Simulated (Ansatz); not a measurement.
# [BH4]− (SMILES [H][B-]([H])([H])[H]) at 6 levels

We compute a comparison of 6 runs (BHLYP/3-21G, r2SCAN0/6-31G, revPBE/3-21G, wB97X/6-31G, RPA@PBE/6-31G, UMP2/6-31G) of [BH4]−. 

Program for the calculation: Ansatz 0.2.0.

### 1 The system as given

[BH4]−: 5 atoms, total charge -1, spin state singlet. SMILES: `[H][B-]([H])([H])[H]`. The H3–B1 distance was set to 2.458 Å, away from the relaxed value. At this shape a bond of the SMILES string is far longer than usual.

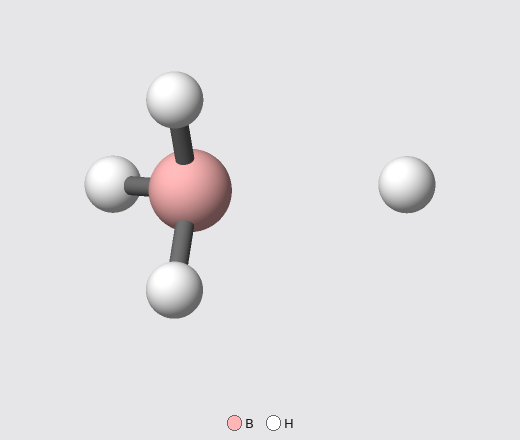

The structure, seen from a chosen angle (boron pink, hydrogen white).

### 2 The energy at BHLYP/3-21G (run 1)

File molecule.yaml:

```yaml
crystal:
  periodic: [false, false, false]
  atoms:
    - symbol: B
      position_ang: [-1.154681, -0.012220, 0.420721]
    - symbol: H
      position_ang: [-1.142801, -0.032610, 1.649891]
    - symbol: H
      position_ang: [1.154650, 0.011840, -0.420810]
    - symbol: H
      position_ang: [-1.742281, 0.995780, 0.033211]
    - symbol: H
      position_ang: [-1.733611, -1.010910, 0.000081]
basis:
  gaussian:
    orbitals: 3-21G.json
total_charge: -1
hamiltonian:
  xc: {name: BHLYP}
accuracy: high
```

The basis set 3-21G is read from a file made from the Basis Set Exchange's data (not shown).

Started as:

```console
$ ansatz run molecule.yaml --threads 1 --pin off --max-ram 2610MiB --events-out events.jsonl --progress --plain --runs-dir runs
```

The program printed:

```text
Warning: RAYON_NUM_THREADS=1 ignored (pool sized by the plan → 1); use --threads N
Functional definition: BHLYP
  name "BHLYP"
  parameter a = 0.5
  exchange = (1 - a)*b88_x + a*exact_x
  correlation = lyp_c
337 factors; integrals over basis functions are off by at most 4.3e-9 eV
mean field evaluation 1: about -732.5561 eV, gradient 1.2e1 eV
mean field evaluation 2: about -732.7733 eV, gradient 1.2e1 eV
mean field evaluation 4: about -733.5071 eV, gradient 1.8e-1 eV
mean field evaluation 8: about -733.4834 eV, gradient 3.0e-4 eV
mean field -733.48342183 eV, -26.9550185794 hartree, gradient 1.8e-8 eV, S^2 0.000000; 0 other end points of the search recorded, 0 dependent functions left out
reference -733.48344157 eV, -26.9550193046 hartree; 5, 5 occupied and 12, 12 virtual orbitals, 337 factors
Total energy: -733.48344157 eV, -26.9550193046 hartree
```

Run time: 0.5 s. Hardware: 1 thread of Arm Neoverse V2, shared host.

### 3 The energy at r2SCAN0/6-31G (run 2)

File input.yaml:

```yaml
basis:
  gaussian:
    orbitals: 6-31G
crystal:
  periodic: [false, false, false]
  atoms:
    - {symbol: B, position_ang: [-1.154681, -0.012220, 0.420721]}
    - {symbol: H, position_ang: [-1.142801, -0.032610, 1.649891]}
    - {symbol: H, position_ang: [1.154650, 0.011840, -0.420810]}
    - {symbol: H, position_ang: [-1.742281, 0.995780, 0.033211]}
    - {symbol: H, position_ang: [-1.733611, -1.010910, 0.000081]}
hamiltonian:
  xc: {name: r2SCAN0}
total_charge: -1
accuracy: high
magnetization:
  spin_polarized: false
```

Started as:

```console
$ ansatz run input.yaml --threads 1 --pin off --max-ram 2610MiB --events-out events.jsonl --progress --plain --runs-dir runs
```

The program printed:

```text
Warning: RAYON_NUM_THREADS=1 ignored (pool sized by the plan → 1); use --threads N
Functional definition: r2SCAN0
  name "r2SCAN0"
  parameter a = 0.25
  parameter k0 = 0.174
  parameter k1 = 0.065
  parameter a1 = 4.9479
  exchange = (1 - a)*r2scan_x(k0 = k0, k1 = k1, a1 = a1) + a*exact_x
  correlation = r2scan_c
411 factors; integrals over basis functions are off by at most 2.4e-9 eV
mean field evaluation 1: about -736.5157 eV, gradient 1.2e1 eV
mean field evaluation 2: about -734.8959 eV, gradient 2.2e1 eV
mean field evaluation 4: about -737.4827 eV, gradient 2.3e-1 eV
mean field evaluation 8: about -737.4717 eV, gradient 1.3e-3 eV
mean field evaluation 16: about -737.4717 eV, gradient 1.0e-8 eV
mean field -737.47167871 eV, -27.1015843163 hartree, gradient 1.0e-8 eV, S^2 0.000000; 0 other end points of the search recorded, 0 dependent functions left out
reference -737.47167906 eV, -27.1015843293 hartree; 5, 5 occupied and 12, 12 virtual orbitals, 411 factors
Total energy: -737.47167906 eV, -27.1015843293 hartree
```

Wall time 1.3 s (1 thread of Arm Neoverse V2, shared host); peak memory 0.12 GiB.

Runs 3 to 4 aren't shown in full; the table further down has their settings and results.

### 4 The energy at RPA@PBE/6-31G (run 5)

Changes to input.yaml since step 3:

```diff
@@ -1,4 +1 @@
-basis:
-  gaussian:
-    orbitals: 6-31G
 crystal:
@@ -11,7 +8,11 @@
     - {symbol: H, position_ang: [-1.733611, -1.010910, 0.000081]}
+basis:
+  gaussian:
+    orbitals: 6-31G
 hamiltonian:
-  xc: {name: r2SCAN0}
+  xc: pbe
+correlation:
+  method: rpa
+  frozen_orbitals: {B: 1, H: 0}
+accuracy: high
 total_charge: -1
-accuracy: high
-magnetization:
-  spin_polarized: false
```

Started as:

```console
$ ansatz run input.yaml --threads 1 --pin off --max-ram 2610MiB --events-out events.jsonl --progress --plain --runs-dir runs
```

The program printed:

```text
Warning: RAYON_NUM_THREADS=1 ignored (pool sized by the plan → 1); use --threads N
Functional definition: PBE
  name "PBE"
  parameter kappa = 0.804
  parameter beta = 0.06672455060314922
  exchange = pbe_x(kappa = kappa, mu = beta*pi^2/3)
  correlation = pbe_c(beta = beta)
411 factors; integrals over basis functions are off by at most 2.4e-9 eV
mean field evaluation 1: about -735.4613 eV, gradient 1.4e1 eV
mean field evaluation 2: about -735.4488 eV, gradient 1.4e1 eV
mean field evaluation 4: about -736.6296 eV, gradient 4.1e0 eV
mean field evaluation 8: about -736.7495 eV, gradient 8.8e-2 eV
mean field evaluation 16: about -736.7495 eV, gradient 7.2e-7 eV
mean field -736.74951103 eV, -27.0750451437 hartree, gradient 6.1e-9 eV, S^2 0.000000; 0 other end points of the search recorded, 0 dependent functions left out
1 core orbitals not correlated: weight in the atoms' cores, before any rotation towards them, 1.000 or more for the frozen orbitals, at most 0.000 for the correlated occupied ones
reference -730.32930277 eV, -26.8391068419 hartree; 4, 4 occupied and 12, 12 virtual orbitals, 411 factors
Total energy: -735.29618500 eV, -27.0216363970 hartree
```

It took 0.87 s on 1 thread of Arm Neoverse V2, shared host; peak memory 0.098 GiB.

### 5 A single-point energy at UMP2/6-31G (run 6)

File run.yaml:

```yaml
crystal:
  periodic: [false, false, false]
  atoms:
    - {symbol: B, position_ang: [-1.154681, -0.012220, 0.420721]}
    - {symbol: H, position_ang: [-1.142801, -0.032610, 1.649891]}
    - {symbol: H, position_ang: [1.154650, 0.011840, -0.420810]}
    - {symbol: H, position_ang: [-1.742281, 0.995780, 0.033211]}
    - {symbol: H, position_ang: [-1.733611, -1.010910, 0.000081]}
basis:
  gaussian: {orbitals: 6-31G}
total_charge: -1
magnetization: {spin_polarized: true}
correlation: {method: mp2, frozen_orbitals: {B: 1, H: 0}}
accuracy: high
```

Started as:

```console
$ ansatz run run.yaml --threads 1 --pin off --max-ram 2610MiB --events-out events.jsonl --progress --plain --runs-dir runs
```

The program printed:

```text
Warning: RAYON_NUM_THREADS=1 ignored (pool sized by the plan → 1); use --threads N
Functional definition: HF
  name "HF"
  exchange = exact_x
  correlation = 0
411 factors; integrals over basis functions are off by at most 2.4e-9 eV
mean field evaluation 1: about -729.2689 eV, gradient 1.1e1 eV
mean field evaluation 2: about -729.2649 eV, gradient 1.1e1 eV
mean field evaluation 4: about -730.6266 eV, gradient 8.3e-1 eV
mean field evaluation 8: about -730.6340 eV, gradient 2.3e-6 eV
mean field evaluation 16: about -730.6829 eV, gradient 7.8e-2 eV
mean field evaluation 32: about -730.3987 eV, gradient 5.2e0 eV
mean field -730.68284579 eV, -26.8520993082 hartree, gradient 1.0e-8 eV, S^2 0.282267; 5 other end points of the search recorded, 0 dependent functions left out
1 core orbitals not correlated: weight in the atoms' cores, before any rotation towards them, 1.000 or more for the frozen orbitals, at most 0.000 for the correlated occupied ones
reference -730.68284579 eV, -26.8520993082 hartree; 4, 4 occupied and 12, 12 virtual orbitals, 411 factors
second order -1.95023076 eV of doubles, -0.00000000 eV of singles
Total energy: -732.63307655 eV, -26.9237689668 hartree
```

Wall time 0.14 s (1 thread of Arm Neoverse V2, shared host).

### 6 Overview of the runs

| run | level | frozen core orbitals | energy (Eh) | wall time |
| --- | --- | --- | --- | --- |
| 1 | BHLYP/3-21G | – | -26.955019 | 0.5 s |
| 2 | r2SCAN0/6-31G | – | -27.101584 | 1.3 s |
| 3 | revPBE/3-21G | – | -26.979765 | 0.5 s |
| 4 | wB97X/6-31G | – | -27.116746 | 2.5 s |
| 5 | RPA@PBE/6-31G | 1 | -27.021636 | 0.87 s |
| 6 | UMP2/6-31G | 1 | -26.923769 | 0.14 s |

### 7 What came out

```
                                         quantity         value
                              run 6: total energy  -26.92377 Eh
run 6: correlation energy (1 core orbital frozen)     -71.7 mEh
         run 6: ⟨S²⟩ of the reference determinant         0.282
```

Totals of different functionals can't be ranked against each other. Spin contamination of the reference: run 6 ⟨S²⟩ = 0.28. All runs together took 5.8 s, the longest 2.5 s.
